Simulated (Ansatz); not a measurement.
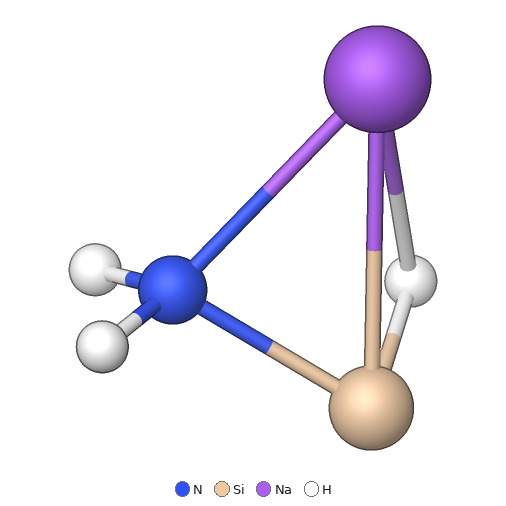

Ball-and-stick drawing of a structure. Every bond is drawn as one stick, whatever its order.

Charge 0, doublet. Computed geometry: PBE0-D4/def2-TZVP optimisation. No frequency run is at hand to confirm it as a minimum.

Describe the molecule.

It has 6 atoms: 3 hydrogen, 1 nitrogen, 1 sodium and 1 silicon (H3NNaSi). The point group is C1. It is an open-shell species. Coordination, clear cases only: 1 Si trigonal pyramidal; 1 Na trigonal pyramidal.

The parts below concern this one geometry. Atoms keep their numbers from picture to picture.

### Geometry

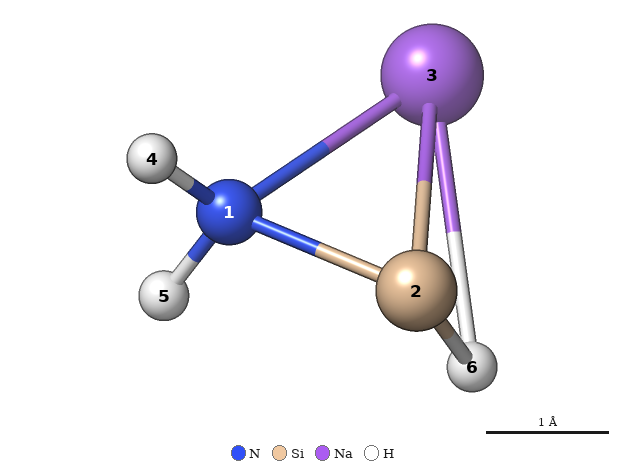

No frequency run is at hand to confirm it as a minimum.

List the bonds and their lengths.

```json
{"bond": "N1–Si2", "length (Å)": "1.859"}
{"bond": "N1–Na3", "length (Å)": "2.349"}
{"bond": "N1–H4", "length (Å)": "1.012"}
{"bond": "N1–H5", "length (Å)": "1.015"}
{"bond": "Si2–Na3", "length (Å)": "2.701"}
{"bond": "Si2–H6", "length (Å)": "1.564"}
{"bond": "Na3–H6", "length (Å)": "2.511"}
```

### Electronic properties

No frequency run is at hand to confirm it as a minimum. Properties computed with UHF-CCSD(T), frozen core/def2-TZVPP (Ansatz 0.2.0).

Computed properties:

- ⟨S²⟩ of the determinant: 0.787
- T1 diagnostic: 0.017

### Dipole moment

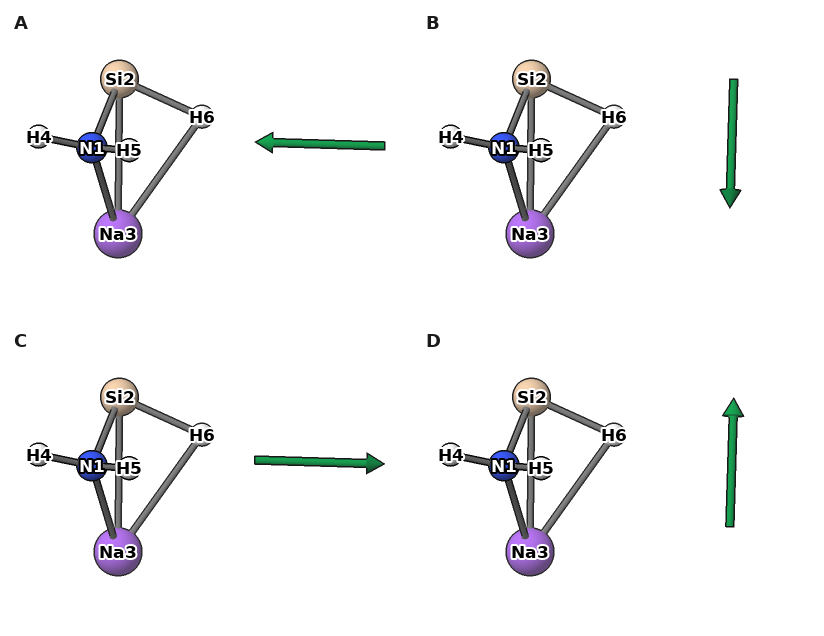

The same molecule four times, each with an arrow. No frequency run is at hand to confirm it as a minimum. Method: UKS PBE0-D4/def2-TZVP (Ansatz 0.2.0).

Which arrow points along the dipole moment, from the negative to the positive end?

B. The dipole moment is 6.75 D; it points from the side of Si2 to the side of Na3 (the outermost atoms at the two ends).

### Charges

The questions are on Mulliken charges. No frequency run is at hand to confirm it as a minimum. Level of theory: UKS PBE0-D4/def2-TZVP (Ansatz 0.2.0).

Which atom carries the highest charge (most positive or least negative)?

Na3 (0.52 e).

And the lowest?

N1 (−0.70 e).

Give the Mulliken charges atom by atom.

```csv
atom,value (e)
N1,−0.70
Si2,−0.24
Na3,0.52
H4,0.24
H5,0.24
H6,−0.07
```

Mulliken values depend strongly on the basis set and can even reverse the polarity of a bond.
